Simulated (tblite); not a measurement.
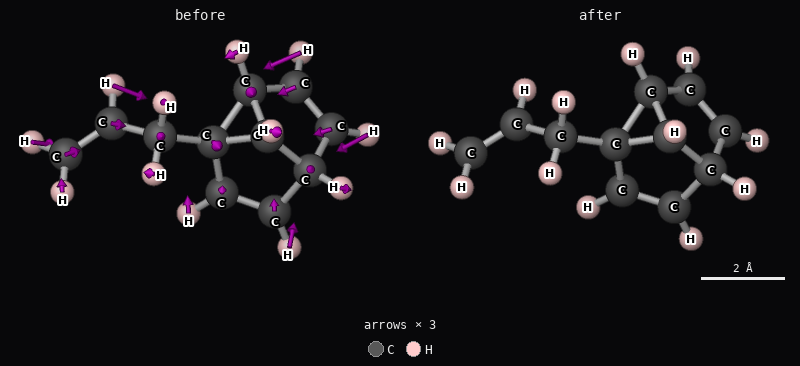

The structure of C$_{11}$H$_{12}$ before (left) and after (right) a relaxation, at one scale. The purple arrows give the displacements, magnified 3 times.

The picture is a ball-and-stick view, seen face on.

Method: GFN2-xTB geometry optimisation, gas phase (tblite). 

Describe what moved and what it gained.

The atom that moves furthest after the best rigid fit is an H atom (0.35 Å). By element the largest moves are H 0.35 Å, C 0.19 Å. Among the contacts that change: C–C 1.348 → 1.319 Å, C–C 1.357 → 1.333 Å, C–C 1.487 → 1.467 Å, C–H 1.107 → 1.094 Å. Bond angles that change, for instance: C–C–C 107.8° → 96.1°, C–C–C 102.0° → 106.8°, C–C–H 112.8° → 117.2°. The energy falls by 0.412 eV in 58 geometry steps.
